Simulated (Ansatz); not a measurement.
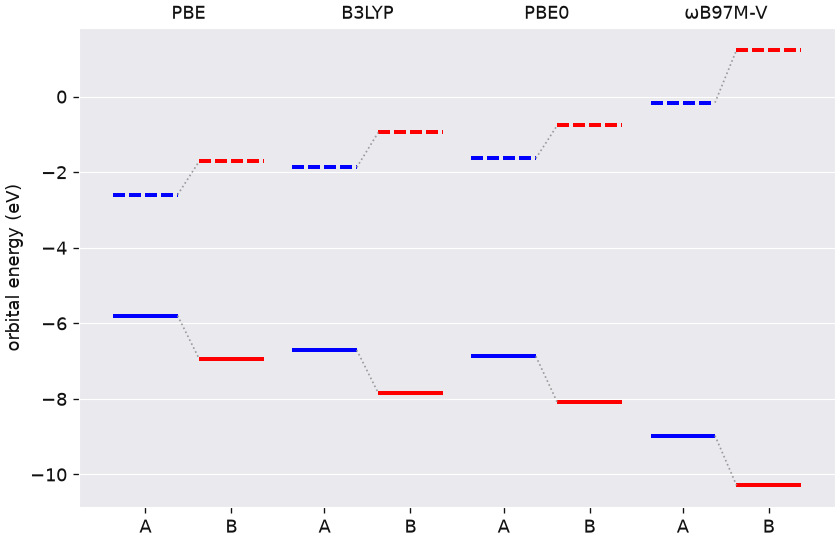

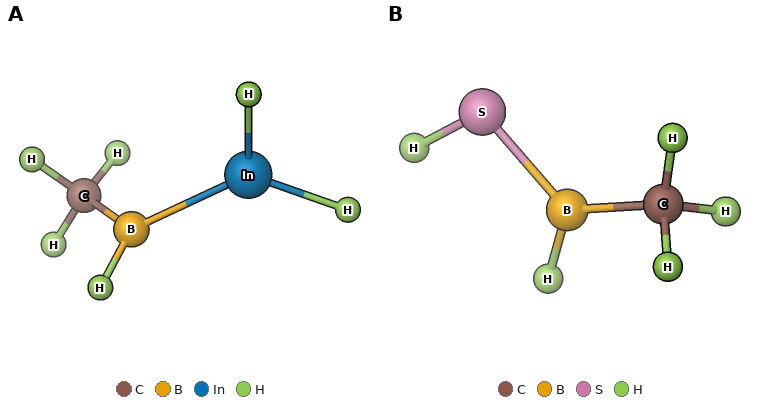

One change: A, CH₆BIn (SMILES C[BH][InH2]), becomes B, CH₅BS (SMILES CBS). InH₂ on B is replaced by SH. HOMO (solid) and LUMO (dashed) computed in def2-TZVPP at PBE0-D4/def2-TZVP geometries, both minima by their frequencies, gas phase, the Ansatz code 0.2.0. Empty levels above zero depend strongly on the basis.

**What does the change do to HOMO and LUMO?**

PBE: the HOMO falls by 1.14 eV, the LUMO rises by 0.88 eV, and the separation goes from 3.20 to 5.22 eV. B3LYP: the HOMO falls by 1.14 eV, the LUMO rises by 0.92 eV, and the separation goes from 4.83 to 6.90 eV. PBE0: the HOMO falls by 1.22 eV, the LUMO rises by 0.88 eV, and the separation goes from 5.24 to 7.34 eV. ωB97M-V: the HOMO falls by 1.31 eV, the LUMO rises by 1.39 eV, and the separation goes from 8.81 to 11.52 eV.

**Do the functionals agree on the effect?**

They agree on the direction for both levels; the HOMO shift lies between −1.31 and −1.14 eV and the LUMO shift between 0.88 and 1.39 eV, while the separations themselves differ by up to 6.3 eV between functionals.

Caveats: core potentials past krypton; spin-orbit coupling is left out, and with In it can shift these values.
